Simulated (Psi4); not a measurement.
**SnH2Cl2 (SMILES [Cl][SnH2][Cl]) at wB97X/def2-SVPD (core potential)**

What is the vertical electron affinity of SnH2Cl2 at wB97X/def2-SVPD (core potential)? 

The results are computed with Psi4 1.11.

## Step 1: The structure to begin with

The species is SnH2Cl2 (5 atoms), meant as a singlet with charge 0. As SMILES, `[Cl][SnH2][Cl]`. The coordinates come from a PBE0-D4/def2-TZVP relaxation.

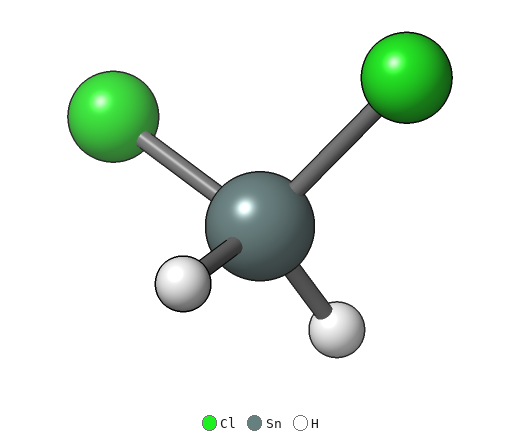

Viewed from a chosen angle; chlorine green, tin teal, hydrogen white.

## Step 2: The energy at wB97X/def2-SVPD (core potential)

The input, cl2h2sn.json:

```json
{
  "schema_name": "qcschema_input",
  "schema_version": 1,
  "molecule": {
    "schema_name": "qcschema_molecule",
    "schema_version": 2,
    "symbols": ["Cl", "Sn", "Cl", "H", "H"],
    "geometry": [-3.39262531, -0.61642866, 2.27995457, 0.36358331, -0.19445282, 0.07294343, -0.47318742, 2.44814019, -3.31439065, 1.13799307, -3.0732616, -1.10000958, 2.45853369, 1.29691904, 1.9830786],
    "molecular_charge": 0,
    "molecular_multiplicity": 1,
    "fix_symmetry": "c1"
  },
  "driver": "energy",
  "model": {
    "method": "wb97x",
    "basis": "def2-SVPD"
  },
  "keywords": {
    "puream": true,
    "e_convergence": 1e-09,
    "d_convergence": 1e-08,
    "scf_type": "pk",
    "dft_radial_points": 99,
    "dft_spherical_points": 590,
    "scf_properties": ["LOWDIN_CHARGES", "QUADRUPOLE", "MAYER_INDICES"]
  }
}
```

Launch:

```
$ psi4 --qcschema cl2h2sn.json -n 1 --memory 2200MB
```

stdout:

```text
[...]
    !!!  WARNING: ECP capability is in beta. Please check occupations closely.  !!!
[...]
  Running in c1 symmetry.
[...]
  Nuclear repulsion =  237.041522330201360
[...]
  Multiplicity = 1
[...]
  Nalpha       = 29
  Nbeta        = 29
[...]
    Number of basis functions: 102
[...]
   @RKS iter   1: -1135.65951712128140   -1.32607e+00   3.82184e-03 ADIIS/DIIS
[...]
   @RKS iter  11: -1135.73332541768514   -3.86535e-12   4.33857e-09 DIIS
[...]
    Orbital Energies [Eh]
    ---------------------
    Doubly Occupied:
       1A   -101.480743     2A   -101.480725     3A     -9.551029
       4A     -9.551022     5A     -7.317311     6A     -7.317299
       7A     -7.310445     8A     -7.310435     9A     -7.310172
      10A     -7.310167    11A     -5.273067    12A     -3.624642
      13A     -3.622316    14A     -3.617560    15A     -1.215238
      16A     -1.211659    17A     -1.206385    18A     -1.204386
      19A     -1.204156    20A     -0.951736    21A     -0.931726
      22A     -0.660441    23A     -0.498007    24A     -0.488651
      25A     -0.488501    26A     -0.435057    27A     -0.434337
      28A     -0.426367    29A     -0.418357
[...]
  @RKS Final Energy: -1135.73332541768514
   => Energetics <=
    Nuclear Repulsion Energy =            237.0415223302013601
    One-Electron Energy =               -2120.2374223016004180
    Two-Electron Energy =                 803.5283583389372097
    DFT Exchange-Correlation Energy =     -56.0657837852232461
    Empirical Dispersion Energy =           0.0000000000000000
    VV10 Nonlocal Energy =                  0.0000000000000000
    Total Energy =                      -1135.7333254176851369
[...]
 Multipole Moments:
 ------------------------------------------------------------------------------------
     Multipole            Electronic (a.u.)      Nuclear  (a.u.)        Total (a.u.)
 ------------------------------------------------------------------------------------
 L = 1.  Multiply by 2.5417464519 to convert [e a0] to [Debye]
 Dipole X            :         28.5046555          -27.5310149            0.9736406
 Dipole Y            :        -13.7812819           13.3106074           -0.4706746
 Dipole Z            :          7.3253989           -7.0751724            0.2502266
 Magnitude           :                                                    1.1100108
 L = 2.  Multiply by 1.3450342976 to convert [e a0^2] to [Debye ang]
 Quadrupole XX       :       -210.8923963          172.2846867          -38.6077095
 Quadrupole XY       :        -31.9212125           31.0847917           -0.8364208
[...]
```

The result, in JSON:

```text
{
 "driver": "energy",
 "model": {
  "method": "wb97x",
  "basis": "def2-SVPD"
 },
 "success": true,
 "return_result": -1135.7333254176851,
 "properties": {
  "calcinfo_nbasis": 102,
  "calcinfo_nmo": 102,
  "calcinfo_nalpha": 29,
  "calcinfo_nbeta": 29,
  "calcinfo_natom": 5,
  "nuclear_repulsion_energy": 237.04152233020136,
  "return_energy": -1135.7333254176851,
  "scf_one_electron_energy": -2120.2374223016004,
  "scf_two_electron_energy": 803.5283583389372,
  "scf_xc_energy": -56.065783785223246,
  "scf_dipole_moment": [0.9736406066627552, -0.4706745515288393, 0.250226559733564],
  "scf_total_energy": -1135.7333254176851,
  "scf_iterations": 11
 }
}
```

Run time: 16 s. Hardware: 1 thread of AMD EPYC 7R43 (Zen 3), shared host; peak memory 1.2 GiB.

## Step 3: The doublet anion: energy and gradient at U-wB97X/def2-SVPD (core potential)

The input, cl2h2sn.dat:

```
memory 2200 mb

molecule {
  -1 2
  Cl    -3.39262531    -0.61642866     2.27995457
  Sn     0.36358331    -0.19445282     0.07294343
  Cl    -0.47318742     2.44814019    -3.31439065
  H      1.13799307    -3.07326160    -1.10000958
  H      2.45853369     1.29691904     1.98307860
  units au
  symmetry c1
}

set {
  basis def2-SVPD
  reference uks
  puream true
  e_convergence 1e-09
  d_convergence 1e-08
  scf_type pk
  dft_radial_points 99
  dft_spherical_points 590
  maxiter 100
}

E, wfn = gradient("wb97x", return_wfn=True)
print_variables()
```

Launch:

```
$ psi4 cl2h2sn.dat cl2h2sn.out -n 1
```

cl2h2sn.out, cut to the lines that bear on the results:

```text
[...]
    !!!  WARNING: ECP capability is in beta. Please check occupations closely.  !!!
[...]
  Running in c1 symmetry.
[...]
  Nuclear repulsion =  237.041522330201360
[...]
  Multiplicity = 2
[...]
  Nalpha       = 30
  Nbeta        = 29
[...]
    Number of basis functions: 102
[...]
   @UKS iter   1: -1135.52407818690631   -1.19063e+00   5.46957e-03 DIIS/ADIIS
[...]
   @UKS iter  19: -1135.71911543931219   -7.27596e-11   7.52946e-09 DIIS
[...]
   @S^2 Observed:                7.530367839E-01
[...]
  @UKS Final Energy: -1135.71911543931219
   => Energetics <=
    Nuclear Repulsion Energy =            237.0415223302013601
    One-Electron Energy =               -2132.0396157974228117
    Two-Electron Energy =                 815.4629143815943735
    DFT Exchange-Correlation Energy =     -56.1839363536851124
    Empirical Dispersion Energy =           0.0000000000000000
    VV10 Nonlocal Energy =                  0.0000000000000000
    Total Energy =                      -1135.7191154393121906
[...]
 Multipole Moments:
 ------------------------------------------------------------------------------------
     Multipole            Electronic (a.u.)      Nuclear  (a.u.)        Total (a.u.)
 ------------------------------------------------------------------------------------
 L = 1.  Multiply by 2.5417464519 to convert [e a0] to [Debye]
 Dipole X            :         27.8104744          -27.5310149            0.2794595
 Dipole Y            :        -13.4455244           13.3106074           -0.1349171
 Dipole Z            :          7.1469993           -7.0751724            0.0718269
 Magnitude           :                                                    0.3185268
[...]
  -Total Gradient:
     Atom            X                  Y                   Z
    ------   -----------------  -----------------  -----------------
       1        0.058352161286     0.011777775286    -0.041691022676
       2       -0.024847112527     0.012043952204    -0.006373189570
       3        0.006180971912    -0.042978629763     0.058269870278
       4       -0.016065505781     0.022950172601     0.004193681364
       5       -0.024092872041    -0.003564572005    -0.014520170803
[...]
```

It took 46 s on 1 thread of AMD EPYC 7R43 (Zen 3), shared host; peak memory 1.2 GiB.

## Step 4: Summary of results

Level: wB97X/def2-SVPD (core potential).

```
                                         quantity           value
                    singlet SnH2Cl2: total energy  -1135.73333 Eh
                   singlet SnH2Cl2: dipole moment          2.82 D
                     singlet SnH2Cl2: HOMO energy       -11.38 eV
                     singlet SnH2Cl2: LUMO energy         0.48 eV
                   singlet SnH2Cl2: HOMO–LUMO gap        11.87 eV
                      doublet anion: total energy  -1135.71912 Eh
doublet anion: HOMO energy (highest over α and β)         0.29 eV
 doublet anion: LUMO energy (lowest over α and β)         5.05 eV
                              doublet anion: ⟨S²⟩           0.753
          doublet anion: largest force on an atom      3.737 eV/Å
vertical electron affinity (to the doublet anion)       -0.387 eV
```

The anion lies 0.39 eV (37.3 kJ/mol) above the neutral: the electron isn't bound at this level, and such a value depends on the basis. The HOMO (doublet anion) lies at positive energy, 0.29 eV; only total energies tell whether the electron is bound.
